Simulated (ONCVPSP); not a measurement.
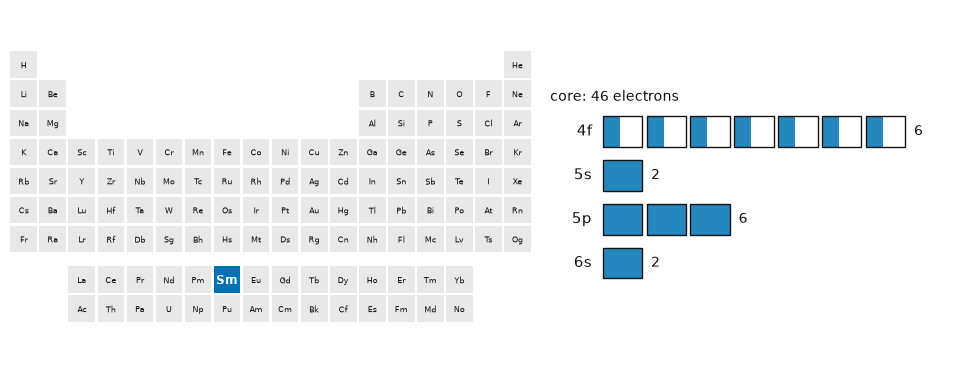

*Left, the place of samarium in the periodic table; right, the valence shells of the reference configuration: a box for each of the 2l + 1 orbitals, shaded by the share of the shell that is filled, with the electron count at the right.*

# Pseudopotential generation for Sm

Samarium (Sm, Z = 62), core [Kr] 4d10, reference valence 4f6 5s2 5p6 6s2, valence charge 16. Level asked for: ONCV potential, PBE, fully relativistic, made with ONCVPSP 4.0.1.

## Input
```
# ATOM AND REFERENCE CONFIGURATION
# atsym  z   nc   nv     iexc    psfile
  Sm 62.00    9    4        4      upf
#
#   n    l    f
    1    0    2.00
    2    0    2.00
    2    1    6.00
    3    0    2.00
    3    1    6.00
    3    2   10.00
    4    0    2.00
    4    1    6.00
    4    2   10.00
    4    3    6.00
    5    0    2.00
    5    1    6.00
    6    0    2.00
#
# PSEUDOPOTENTIAL AND OPTIMIZATION
# lmax
    3
#
#   l,   rc,      ep,       ncon, nbas, qcut
    0    1.85    0.00    4    8    7.30
    1    2.45    0.00    4    7    6.80
    2    2.55    0.16    4    7    3.80
    3    1.05    0.00    4    8   18.30
#
# LOCAL POTENTIAL
# lloc, lpopt,  rc(5),   dvloc0
    4    5    0.90    1.00
#
# VANDERBILT-KLEINMAN-BYLANDER PROJECTORs
# l, nproj, debl
    0    2    3.40
    1    2    1.50
    2    2    1.60
    3    2    0.80
#
# MODEL CORE CHARGE
# icmod, fcfact, rcfact
    3    5.00    1.15
#
# LOG DERIVATIVE ANALYSIS
# epsh1, epsh2, depsh
   -3.00    5.00    0.02
#
# OUTPUT GRID
# rlmax, drl
    6.00    0.01
#
# TEST CONFIGURATIONS
# ncnf
    4
# nvcnf
#   n    l    f
    4
    4    3    6.00
    5    0    2.00
    5    1    6.00
    6    0    1.00
#
    4
    4    3    6.00
    5    0    2.00
    5    1    6.00
    6    0    0.00
#
    4
    4    3    5.00
    5    0    2.00
    5    1    6.00
    6    0    0.00
#
    5
    4    3    5.00
    5    0    2.00
    5    1    6.00
    6    0    1.00
    5    2    1.00
#
```

Hardware: 1 CPU thread, shared host.

Command:
```bash
oncvpspr.x < Sm.dat > Sm.out
```

## The program's output (extracts)
```
ONCVPSP  (Optimized Norm-Conservinng Vanderbilt PSeudopotential)
relativistic version 4.0.1

ONCVPSP  (Optimized Norm-Conservinng Vanderbilt PSeudopotential)
relativistic version 4.0.1 03/01/2019

While it is not required under the terms of the GNU GPL, it is
suggested that you cite D. R. Hamann, Phys. Rev. B 88, 085117 (2013)
in any publication utilizing these pseudopotentials.

relatom: ldiracfb convergence ERROR n,l,kap,iter,ierr=   4   3  -4   4  -1
```

## What the run reported

- outcome: refused by the program

## Diagnosis

The generator stopped with the message “relatom: ldiracfb convergence ERROR n,l,kap,iter,ierr= 4 3 -4 4 -1”.
